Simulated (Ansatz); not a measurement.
# Calculations on CH₆FPSeSi

Part 1: Relaxation

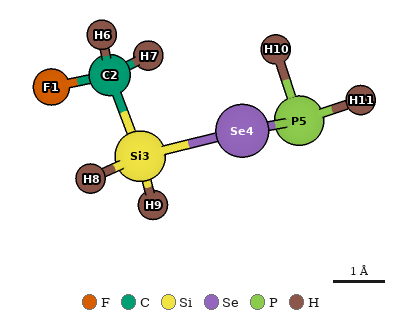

This is the input geometry for a relaxation of CH$_{6}$FPSeSi. Style: ball-and-stick. Shown at a tilt.

The run prepares an end point of a later path (inversion) calculation, from a guessed geometry.

Theory: RKS PBE0-D4/def2-SVP in Ansatz 0.2.0.

Input file:
```yaml
crystal:
  periodic: [false, false, false]
  atoms:
    - { symbol: F, position_ang: [-1.4719, 2.2801, 0.1367] }
    - { symbol: C, position_ang: [-0.5539, 1.3875, 0.4295] }
    - { symbol: Si, position_ang: [-1.2344, -0.3202, 0.0553] }
    - { symbol: Se, position_ang: [0.4186, -1.8761, 0.6725] }
    - { symbol: P, position_ang: [1.6941, -1.3035, -1.0933] }
    - { symbol: H, position_ang: [-0.2893, 1.4823, 1.5045] }
    - { symbol: H, position_ang: [0.3795, 1.585, -0.1801] }
    - { symbol: H, position_ang: [-2.3951, -0.522, 0.8348] }
    - { symbol: H, position_ang: [-1.4956, -0.4288, -1.3233] }
    - { symbol: H, position_ang: [2.2596, -0.1498, -0.3601] }
    - { symbol: H, position_ang: [2.7538, -2.1916, -0.656] }
basis:
  gaussian: { orbitals: def2-SVP }
hamiltonian:
  xc: pbe0
  dispersion: d4
relax:
  f_tol: 0.015
  max_steps: 40
output:
  orbitals: {}
```

Run as
```bash
ansatz run input.yaml --threads 2 --pin off --max-ram 3072MiB --backend cpu --events-out ev --progress --plain --runs-dir out
```

Where does the relaxation end?

The largest move after the best rigid fit is that of H10, 1.16 Å. By element the largest moves are H 1.16 Å, P 0.48 Å, F 0.29 Å, Se 0.23 Å, C 0.18 Å, Si 0.06 Å. Among the contacts that change: Si3–H8 1.413 → 1.491 Å, F1–C2 1.313 → 1.380 Å, Si3–Se4 2.352 → 2.290 Å, P5–H10 1.479 → 1.428 Å. Among the angles between lasting bonds that change: Se4–P5–H11 91.2° → 96.9°, Se4–P5–H10 91.5° → 96.2°, Se4–Si3–H8 109.8° → 105.7°. Groups turn about Se4–P5 by about 55°. After 13 accepted moves (15 points after the start) the energy has fallen by 43.8 kJ/mol. The largest force component goes from 2.5 to 0.0041 eV/Å. The line search rejected the trial steps at points 7, 10 of the run. The forces were under the threshold at step 12, but the run went on from there.

Step by step:

| step | E − E(0), kJ/mol | largest force component, eV/Å | note |
| --- | --- | --- | --- |
| 0 | 0.00 | 2.4807 |  |
| 1 | -29.51 | 1.0271 |  |
| 2 | -35.77 | 0.3208 |  |
| 3 | -38.33 | 0.1670 |  |
| 4 | -39.93 | 0.1992 |  |
| 5 | -41.61 | 0.1330 |  |
| 6 | -42.68 | 0.0622 |  |
| 7 | -42.32 | 0.4661 | rejected |
| 8 | -43.17 | 0.0449 |  |
| 9 | -43.39 | 0.1156 |  |
| 10 | -42.87 | 0.3829 | rejected |
| 11 | -43.65 | 0.0214 |  |
| 12 | -43.74 | 0.0093 |  |
| 13 | -43.77 | 0.0551 |  |
| 14 | -43.78 | 0.0244 |  |
| 15 | -43.78 | 0.0041 |  |

Final geometry:

```xyz
11

F    -1.7105    2.3354   -0.0207
C    -0.6955    1.4987    0.3964
Si   -1.1990   -0.3088    0.1011
Se    0.4939   -1.6917    0.7825
P     1.9406   -0.9742   -0.8369
H    -0.4921    1.6692    1.4685
H     0.2287    1.7380   -0.1596
H    -2.3760   -0.6650    0.9449
H    -1.5163   -0.5147   -1.3415
H     3.0859   -0.8782    0.0103
H     2.3057   -2.2657   -1.3245
```

After the run, drawn alike:

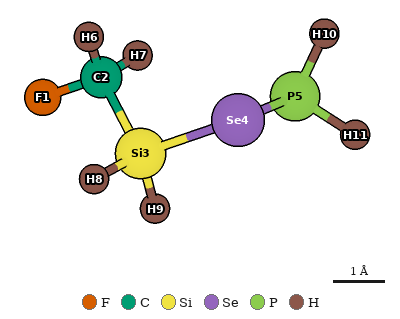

Part 2: Relaxation

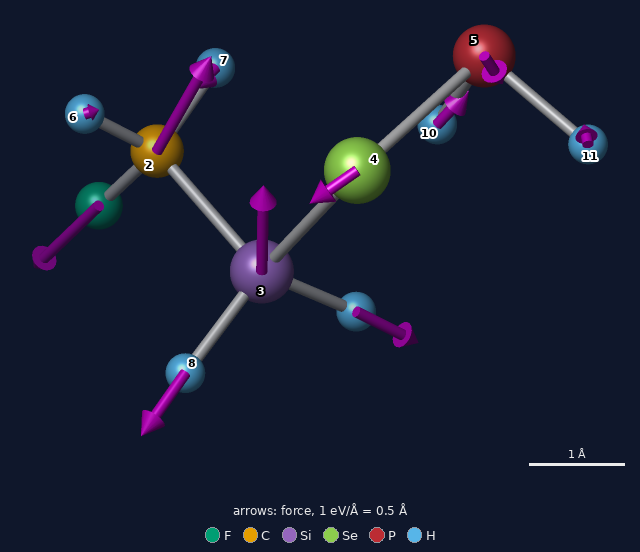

Starting geometry of CH$_{6}$FPSeSi with the computed forces as purple arrows. Style: ball-and-stick. Shown at a tilt.

The run prepares an end point of a later path (inversion) calculation, from a guessed geometry.

Theory: RKS PBE0-D4/def2-SVP in Ansatz 0.2.0. Set-up: no spin polarisation; force threshold 0.015 eV/Å; at most 40 steps.

### Is this structure relaxed? If not, where do the atoms go?

It isn't relaxed: the largest force vector, on the F atom, is 3.09 eV/Å. The final displacements have little in common with the starting forces (cosine between the two patterns 0.18). Over 19 geometry steps the energy falls by 0.541 eV. The largest force component goes from 2.5 to 0.0064 eV/Å. The largest move after the best rigid fit is that of an H atom, 1.26 Å. Largest moves by element: H 1.26 Å, P 0.41 Å, F 0.23 Å, Si 0.13 Å, C 0.12 Å, Se 0.10 Å. Among the contacts that change: H–Si 1.413 → 1.492 Å, C–F 1.313 → 1.380 Å, Se–Si 2.352 → 2.287 Å, H–P 1.479 → 1.430 Å. Among the angles between lasting bonds that change: Si–Se–P 91.4° → 99.0°, Se–P–H 91.5° → 99.0°, Se–P–H 91.2° → 98.1°. Groups turn about P–Se by about 55°.

Part 3: Path

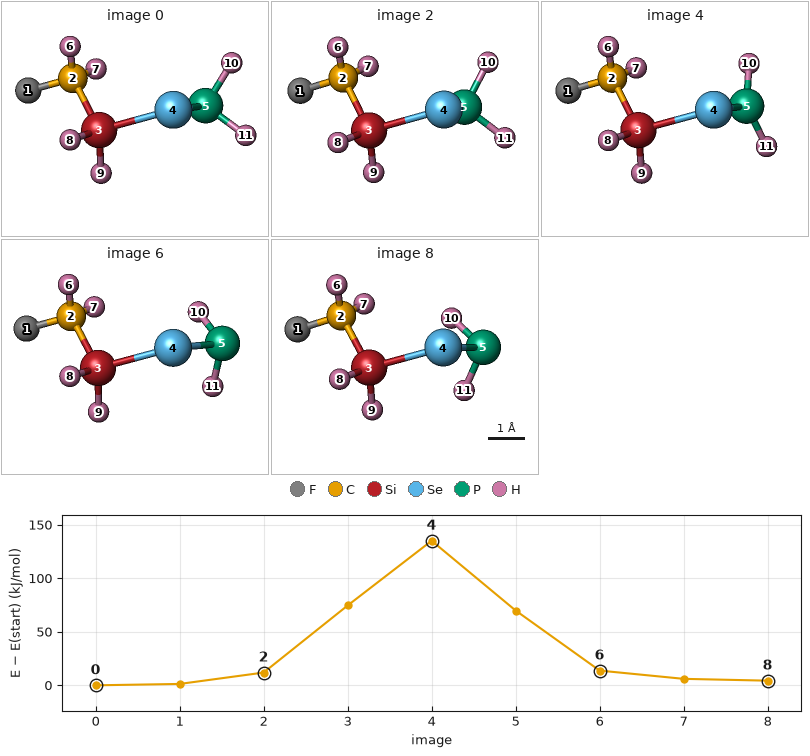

NEB run on CH₆FPSeSi. Images are numbered from 0 (start) to 8 (end). The picture is a ball-and-stick view, seen at a tilt.

Method: Ansatz, RKS PBE0-D4/def2-SVP. Settings: 7 movable images; climbing image; force threshold 0.05 eV/Å; iteration limit 48; starting path by image-dependent pair potential.

### Describe the mechanism and the energy profile.

The motion is an umbrella inversion at P5. No bond forms or breaks between the ends. Among the angles between lasting bonds that change up to the highest image: Se4–P5–H10 96.2° → 121.6°, Se4–P5–H11 96.9° → 121.0°. Forward barrier 135.1 kJ/mol, backward barrier 130.8 kJ/mol, with image 4 at the top; the reaction energy is +4.3 kJ/mol. The band converged in 5 iterations. The largest component of the band force went from 1.3 to 0.026 eV/Å. The climbing image converged on the top of the path. Its vibrational analysis gives one imaginary mode (912i cm⁻¹), as a transition state must have.
